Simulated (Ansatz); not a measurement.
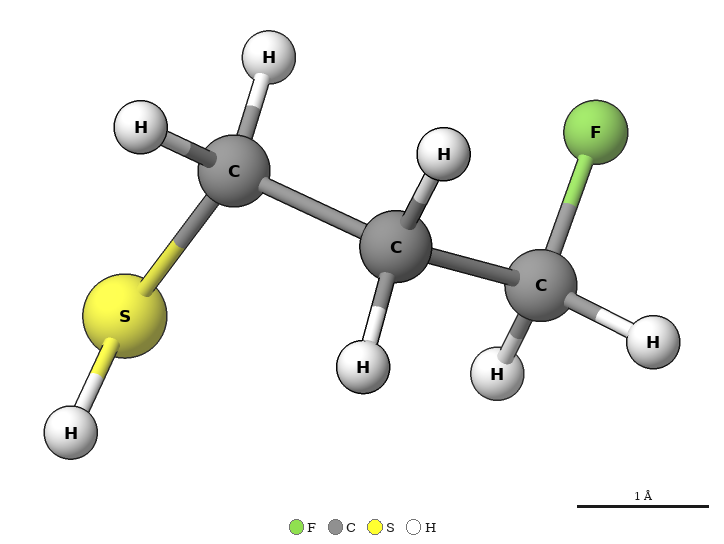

A ball-and-stick model of a molecule. Every bond is drawn as one stick, whatever its order.

Description:

It has 12 atoms: 3 carbon, 7 hydrogen, 1 fluorine and 1 sulfur (C₃H₇FS). SMILES: `FCCCS`. It has no ring. Among its groups: thiol, C–F bond. This geometry has C1 symmetry. Coordination: 3 C tetrahedral; 1 S bent.

The parts below concern this one geometry. Atoms keep their numbers from picture to picture. The computed structure is the end point of a PBE0-D4/def2-TZVP optimisation. No frequency run is at hand to confirm it as a minimum.

### Geometry

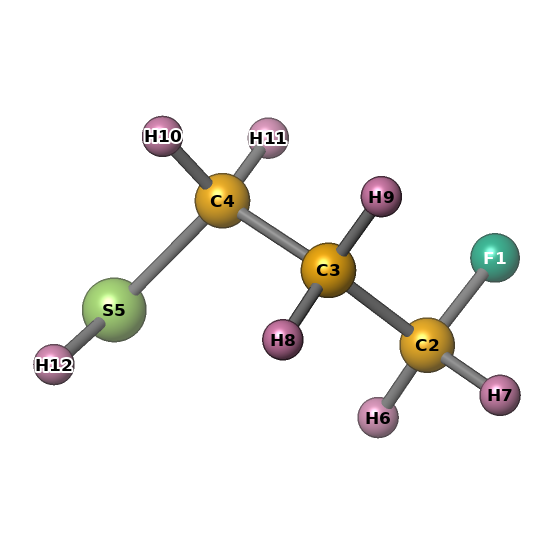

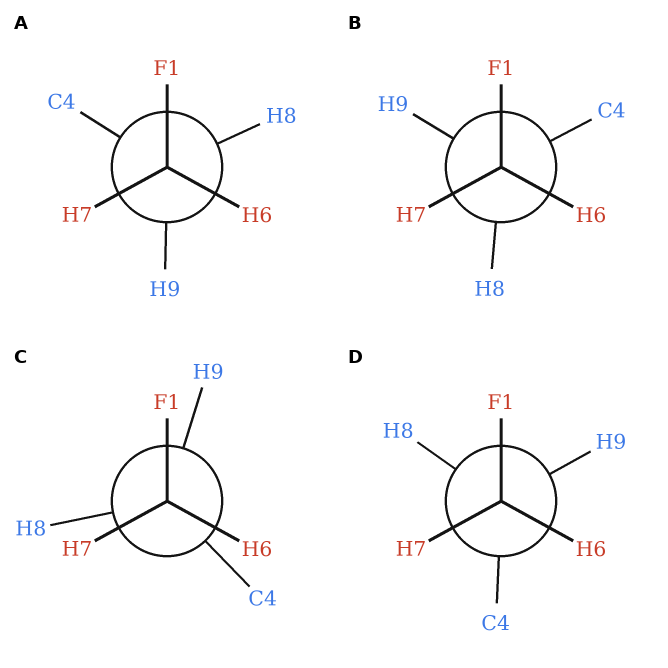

Atoms fade into the background with distance from the viewer. Bonds that would overlap in a projection are set slightly apart. No frequency run is at hand to confirm it as a minimum.

Which Newman projection shows the view along C2–C3, with C2 in front?

Answer. B. The torsion angle F1–C2–C3–C4 is 62°, synclinal (gauche).

### Charges

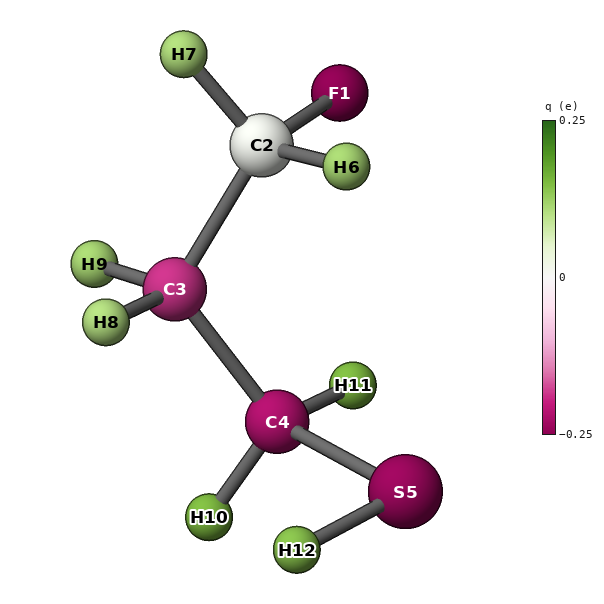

Atoms are coloured by their Mulliken charges. No frequency run is at hand to confirm it as a minimum. Level of theory: RKS PBE0-D4/def2-TZVP (Ansatz 0.2.0).

Which atom carries the highest charge (most positive or least negative)?

Answer. H10, H11 (0.15 e).

And the lowest?

Answer. F1 (−0.24 e).

Give the Mulliken charges atom by atom.

```csv
atom,value (e)
F1,−0.24
C2,0.01
C3,−0.19
C4,−0.21
S5,−0.23
H6,0.11
H7,0.11
H8,0.10
H9,0.11
H10,0.15
H11,0.15
H12,0.14
```

### Dipole moment

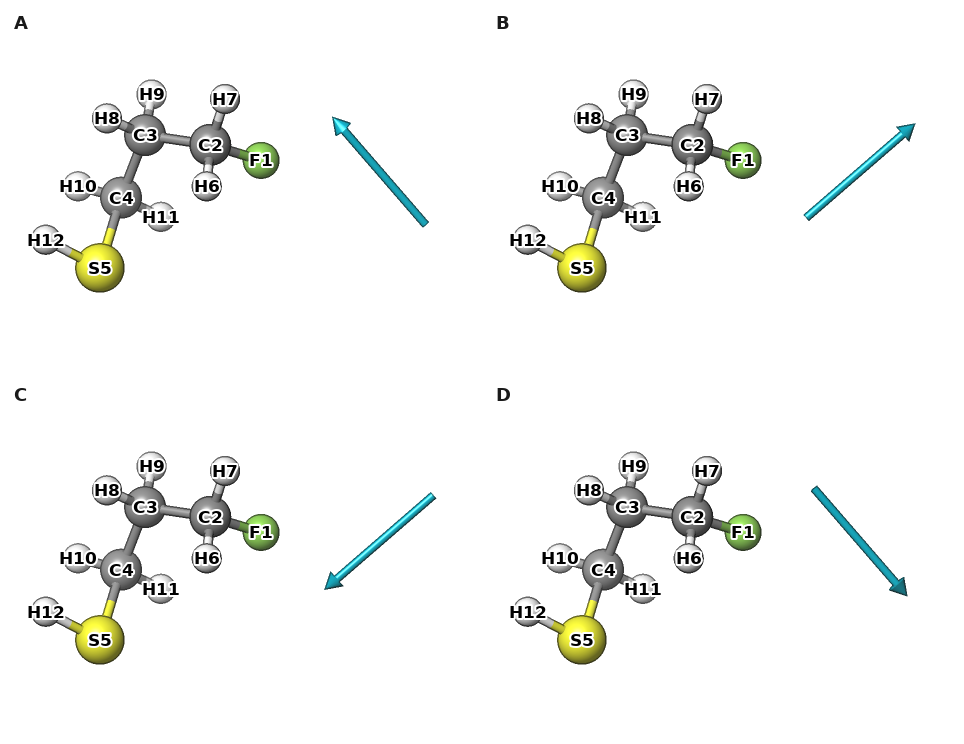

The same molecule four times, each with an arrow. No frequency run is at hand to confirm it as a minimum. Properties computed with RKS r2SCAN-D4/def2-TZVPP (Ansatz 0.2.0).

Which arrow points along the dipole moment, from the negative to the positive end?

Answer. A. The dipole moment is 2.48 D; it points from the side of F1 to the side of H8 (the outermost atoms at the two ends).

### Levels of theory compared

No frequency run is at hand to confirm it as a minimum. Program: Ansatz 0.2.0.

Tabulate HOMO–LUMO gap (eV) at these levels: B3LYP-D4/def2-TZVPP; PBE-D4/def2-TZVPP; PBE0-D4/def2-TZVPP; r2SCAN-D4/def2-TZVPP; ωB97M-V/def2-TZVPP; ωB97X-V/def2-TZVPP.

```
               level  HOMO–LUMO gap (eV)
 B3LYP-D4/def2-TZVPP                6.83
   PBE-D4/def2-TZVPP                5.19
  PBE0-D4/def2-TZVPP                7.37
r2SCAN-D4/def2-TZVPP                5.84
  ωB97M-V/def2-TZVPP               11.33
  ωB97X-V/def2-TZVPP               11.81
```

Mulliken values depend strongly on the basis set and can even reverse the polarity of a bond.
